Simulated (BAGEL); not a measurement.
# B2NH2OF (SMILES OB1NB1F), step by step

We compute a single-point energy (HF/cc-pVDZ), then a single-point energy (NEVPT2(2,2)/cc-pVDZ), then a single-point energy (CASPT2(2,2)/cc-pVDZ) of B2NH2OF. 

The calculation is run with BAGEL 1.2.2.

1 further run of the same task is left out (set aside as unsound or not needed).

## 1. The molecule

B2NH2OF has 7 atoms, charge 0, and is taken as a singlet. As SMILES, `OB1NB1F`. The O1–B2 distance was set to 2.155 Å, away from the relaxed value. At this shape a bond of the SMILES string is far longer than usual.

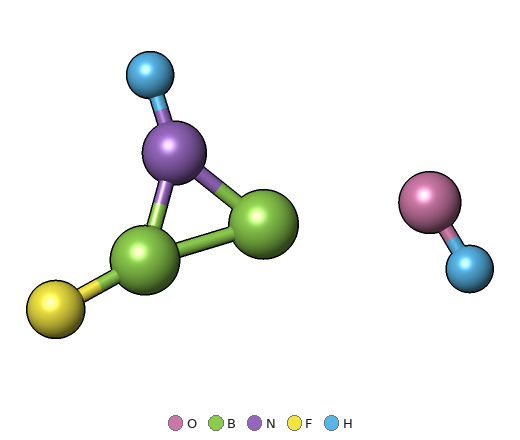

Viewed from a chosen angle; oxygen pink, boron green, nitrogen purple, fluorine yellow, hydrogen blue.

## 2. The energy at HF/cc-pVDZ (density fitting with svp-jkfit) (run 1)

input.json reads:

```json
{ "bagel": [

{
  "title": "molecule",
  "basis": "cc-pvdz.json",
  "df_basis": "svp-jkfit",
  "angstrom": "true",
  "geometry": [
    { "atom": "O", "xyz": [   -1.815337,    0.192120,    1.910459 ] },
    { "atom": "B", "xyz": [   -0.379000,    0.150200,    0.304200 ] },
    { "atom": "N", "xyz": [    0.632200,   -0.768200,   -0.094800 ] },
    { "atom": "B", "xyz": [    0.587000,    0.339700,   -0.954100 ] },
    { "atom": "F", "xyz": [    1.250000,    0.724100,   -2.025300 ] },
    { "atom": "H", "xyz": [   -2.368037,    0.975920,    1.895759 ] },
    { "atom": "H", "xyz": [    1.077200,   -1.650400,    0.122900 ] }
  ]
},
{
  "title": "hf"
},
{
  "title": "print",
  "file": "orbitals.molden",
  "orbitals": "true"
}

]}
```

The basis set cc-pVDZ is read from a file made from the Basis Set Exchange's data (not shown).

Started as:

```console
$ BAGEL_NUM_THREADS=1 BAGEL input.json > input.out
```

The program printed:

```text
* using 1 threads per process

  ===============================================================
  ===============================================================

  *** Geometry ***

  { "atom" : "O", "xyz" : [     -3.430490,      0.363054,      3.610244 ] },
  { "atom" : "B", "xyz" : [     -0.716206,      0.283837,      0.574855 ] },
  { "atom" : "N", "xyz" : [      1.194685,     -1.451688,     -0.179146 ] },
  { "atom" : "B", "xyz" : [      1.109269,      0.641940,     -1.802988 ] },
  { "atom" : "F", "xyz" : [      2.362158,      1.368351,     -3.827262 ] },
  { "atom" : "H", "xyz" : [     -4.474941,      1.844222,      3.582465 ] },
  { "atom" : "H", "xyz" : [      2.035613,     -3.118804,      0.232247 ] },

  Number of auxiliary basis functions:      417

  Since a DF basis is specified, we compute 2- and 3-index integrals:
    o Being stored without compression. Storage requirement is 0.021 GB

  Number of basis functions:       80
  Number of electrons      :       36

    * METHOD: MOLECULE                             0.15

  *** RHF ***

  === Nuclear Repulsion ===
   122.5617832053

      * DIIS with orbital gradients will be used.

  === RHF iteration (cc-pvdz.json) ===
      0       -278.80797293          0.02364792           0.04
      1       -278.95980630          0.02272310           0.04
      2       -279.24088424          0.00328146           0.04
      3       -279.24896216          0.00163717           0.04
      4       -279.25168007          0.00049480           0.04
      5       -279.25206311          0.00021296           0.04
      6       -279.25213526          0.00008029           0.04
      7       -279.25214794          0.00002829           0.04
      8       -279.25214913          0.00001457           0.04
      9       -279.25214937          0.00000537           0.04
     10       -279.25214943          0.00000215           0.04
     11       -279.25214944          0.00000073           0.04
     12       -279.25214944          0.00000026           0.04
     13       -279.25214944          0.00000013           0.04
     14       -279.25214944          0.00000005           0.04
     15       -279.25214944          0.00000002           0.04
     16       -279.25214944          0.00000001           0.04
    * SCF iteration converged.

    * Permanent dipole moment:
           (   -0.809215,     0.348093,     0.639597) a.u.

    * METHOD: HF                                   0.80

    * METHOD: PRINT                                0.01

  ===============================================================
```

Wall time 1.1 s (1 thread of Arm Neoverse V2, shared host); peak memory 0.15 GiB.

## 3. A single-point energy at NEVPT2(2,2)/cc-pVDZ (density fitting with svp-jkfit) (run 2)

nevpt2.json reads:

```json
{ "bagel": [

{
  "title": "molecule",
  "basis": "cc-pvdz.json",
  "df_basis": "svp-jkfit",
  "angstrom": true,
  "geometry": [
    { "atom": "O", "xyz": [      -1.815337,       0.192120,       1.910459 ] },
    { "atom": "B", "xyz": [      -0.379000,       0.150200,       0.304200 ] },
    { "atom": "N", "xyz": [       0.632200,      -0.768200,      -0.094800 ] },
    { "atom": "B", "xyz": [       0.587000,       0.339700,      -0.954100 ] },
    { "atom": "F", "xyz": [       1.250000,       0.724100,      -2.025300 ] },
    { "atom": "H", "xyz": [      -2.368037,       0.975920,       1.895759 ] },
    { "atom": "H", "xyz": [       1.077200,      -1.650400,       0.122900 ] }
  ]
},

{ "title": "hf" },

{ "title": "nevpt2", "nstate": 1, "nact": 2, "nclosed": 17, "active": [18, 19], "maxiter": 200, "natocc": true, "ncore": 5 },

{ "title": "print", "file": "orbitals.molden", "orbitals": true }

]}
```

The basis set cc-pVDZ is read from a file made from the Basis Set Exchange's data (not shown).

Started as:

```console
$ BAGEL_NUM_THREADS=1 BAGEL nevpt2.json > nevpt2.out
```

The program printed:

```text
* using 1 threads per process

  ===============================================================
  ===============================================================

  *** Geometry ***

  { "atom" : "O", "xyz" : [     -3.430490,      0.363054,      3.610244 ] },
  { "atom" : "B", "xyz" : [     -0.716206,      0.283837,      0.574855 ] },
  { "atom" : "N", "xyz" : [      1.194685,     -1.451688,     -0.179146 ] },
  { "atom" : "B", "xyz" : [      1.109269,      0.641940,     -1.802988 ] },
  { "atom" : "F", "xyz" : [      2.362158,      1.368351,     -3.827262 ] },
  { "atom" : "H", "xyz" : [     -4.474941,      1.844222,      3.582465 ] },
  { "atom" : "H", "xyz" : [      2.035613,     -3.118804,      0.232247 ] },

  Number of auxiliary basis functions:      417

  Since a DF basis is specified, we compute 2- and 3-index integrals:
    o Being stored without compression. Storage requirement is 0.021 GB

  Number of basis functions:       80
  Number of electrons      :       36

    * METHOD: MOLECULE                             0.15

  *** RHF ***

  === Nuclear Repulsion ===
   122.5617832053

      * DIIS with orbital gradients will be used.

  === RHF iteration (cc-pvdz.json) ===
      0       -278.80797293          0.02364792           0.04
      1       -278.95980630          0.02272310           0.04
      2       -279.24088424          0.00328146           0.04
[... 13 lines of this table left out ...]
     16       -279.25214944          0.00000001           0.04
    * SCF iteration converged.

    * Permanent dipole moment:
           (   -0.809215,     0.348093,     0.639597) a.u.

    * METHOD: HF                                   0.80

    * freezing 5 orbitals
  ---------------------------
      CASSCF calculation
  ---------------------------

    ==== Active orbitals : =====
         Orbital 18
         Orbital 19
    ============================

    * nstate   :      1
    * nclosed  :     17
    * nact     :      2
    * nvirt    :     61
  === CASSCF iteration (cc-pvdz.json) ===

    * Using the second-order algorithm

      0  0      -279.26471911     2.69e-03      0.02

      1  0      -279.28645562     4.37e-03      0.23
[... 35 lines of this table left out ...]
     19  0      -279.29929656     6.88e-09      0.19

    * Second-order optimization converged. *

     guess   0:   closed 1.                   open ..

  === FCI iteration ===

      0  0      -279.24651380     9.55e-02      0.00
      1  0      -279.29636102     1.90e-02      0.00
      2  0 *    -279.29929656     6.92e-16      0.00

     * ci vector, state   0, <S^2> = 0.0000
       2.     0.9631831447
       .2    -0.2688461081

  === DF-NEVPT2 calculation ===

    * 3-index integral transformation done
    * assembly done

      NEVPT2 correlation energy:   -0.6589325913      0.17

          (+0)     -0.5562548568
          (+0)'    -0.0352802374
          (+1)     -0.0164735361
          (+1)'    -0.0000000000
          (+2)     -0.0007524092
          (-1)     -0.0468948037
          (-1)'     0.0000000000
          (-2)     -0.0032767482

      NEVPT2 total energy:       -279.9582291514

    * METHOD: NEVPT2                               5.08

    * METHOD: PRINT                                0.01

  ===============================================================
```

Run time: 6.3 s. Hardware: 1 thread of Arm Neoverse V2, shared host; peak memory 0.15 GiB.

## 4. A single-point energy at CASPT2(2,2)/cc-pVDZ (density fitting with svp-jkfit) (run 3)

input.json reads:

```json
{ "bagel" : [

{
  "title" : "molecule",
  "basis" : "cc-pvdz.json",
  "df_basis" : "svp-jkfit",
  "angstrom" : "true",
  "geometry" : [
    { "atom" : "O", "xyz" : [   -1.815337,    0.192120,    1.910459 ] },
    { "atom" : "B", "xyz" : [   -0.379000,    0.150200,    0.304200 ] },
    { "atom" : "N", "xyz" : [    0.632200,   -0.768200,   -0.094800 ] },
    { "atom" : "B", "xyz" : [    0.587000,    0.339700,   -0.954100 ] },
    { "atom" : "F", "xyz" : [    1.250000,    0.724100,   -2.025300 ] },
    { "atom" : "H", "xyz" : [   -2.368037,    0.975920,    1.895759 ] },
    { "atom" : "H", "xyz" : [    1.077200,   -1.650400,    0.122900 ] }
  ]
},
{
  "title" : "hf"
},
{
  "title" : "casscf",
  "nstate" : 1,
  "nact" : 2,
  "nclosed" : 17,
  "active" : [18, 19],
  "maxiter" : 200,
  "natocc" : "true"
},
{
  "title" : "print",
  "file" : "orbitals.molden",
  "orbitals" : "true"
},
{
  "title" : "smith",
  "method" : "caspt2",
  "ms" : "true",
  "xms" : "true",
  "sssr" : "true",
  "shift" : 0.2,
  "shift_imag" : "true",
  "ncore" : 5
}

]}
```

The basis set cc-pVDZ is read from a file made from the Basis Set Exchange's data (not shown).

Started as:

```console
$ BAGEL_NUM_THREADS=1 BAGEL input.json > input.out
```

The program printed:

```text
* using 1 threads per process

  ===============================================================
  ===============================================================

  *** Geometry ***

  { "atom" : "O", "xyz" : [     -3.430490,      0.363054,      3.610244 ] },
  { "atom" : "B", "xyz" : [     -0.716206,      0.283837,      0.574855 ] },
  { "atom" : "N", "xyz" : [      1.194685,     -1.451688,     -0.179146 ] },
  { "atom" : "B", "xyz" : [      1.109269,      0.641940,     -1.802988 ] },
  { "atom" : "F", "xyz" : [      2.362158,      1.368351,     -3.827262 ] },
  { "atom" : "H", "xyz" : [     -4.474941,      1.844222,      3.582465 ] },
  { "atom" : "H", "xyz" : [      2.035613,     -3.118804,      0.232247 ] },

  Number of auxiliary basis functions:      417

  Since a DF basis is specified, we compute 2- and 3-index integrals:
    o Being stored without compression. Storage requirement is 0.021 GB

  Number of basis functions:       80
  Number of electrons      :       36

    * METHOD: MOLECULE                             0.15

  *** RHF ***

[... 11 lines left out ...]
    * SCF iteration converged.
[... 1 line left out ...]
    * Permanent dipole moment:
[... 27 lines left out ...]
    * Second-order optimization converged. *
[... 9 lines left out ...]
     * ci vector, state   0, <S^2> = 0.0000
[... 16 lines left out ...]
    * Zeroth order energy : state  0       -0.7525208521
[... 3 lines left out ...]
      -------------------------------------------  CASPT2 iteration  ---------------------------------------------------
       #      aibj      arbs      arbi      airj      risj      airs      arst      rist         Etot      error   time
      ------------------------------------------------------------------------------------------------------------------

       0  -0.55504  -0.00390  -0.04753  -0.01781  -0.00107  -0.03285  -0.00000  -0.00000   -0.6581773  0.0014938   0.09
       1  -0.55522  -0.00391  -0.04770  -0.01802  -0.00113  -0.03331  -0.00000  -0.00000   -0.6592831  0.0002156   0.08
       2  -0.55523  -0.00392  -0.04768  -0.01803  -0.00113  -0.03333  -0.00000  -0.00000   -0.6593144  0.0000417   0.08
       3  -0.55523  -0.00392  -0.04768  -0.01803  -0.00113  -0.03333   0.00000  -0.00000   -0.6593153  0.0000090   0.08
       4  -0.55523  -0.00392  -0.04768  -0.01803  -0.00113  -0.03333   0.00000  -0.00000   -0.6593153  0.0000017   0.08
       5  -0.55523  -0.00392  -0.04768  -0.01803  -0.00113  -0.03333  -0.00000  -0.00000   -0.6593153  0.0000003   0.08

      ------------------------------------------------------------------------------------------------------------------

    * CASPT2 energy : state  0     -279.9615168876
        w/o shift correction       -279.9586118850
        reference weight              0.8378129617

    * METHOD: SMITH                                0.68

  ===============================================================
```

Run time: 6.6 s. Hardware: 1 thread of Arm Neoverse V2, shared host; peak memory 0.19 GiB.

## 5. Results

| quantity | value |
| --- | --- |
| run 1, HF/cc-pVDZ: total energy | -279.25215 Eh |
| run 1, HF/cc-pVDZ: dipole moment | 2.77 D |
| run 1, HF/cc-pVDZ: HOMO energy | -10.70 eV |
| run 1, HF/cc-pVDZ: LUMO energy | 2.54 eV |
| run 1, HF/cc-pVDZ: HOMO–LUMO gap | 13.23 eV |
| run 2, NEVPT2(2,2)/cc-pVDZ: total energy | -279.95823 Eh |
| run 3, CASPT2(2,2)/cc-pVDZ: total energy | -279.96152 Eh |
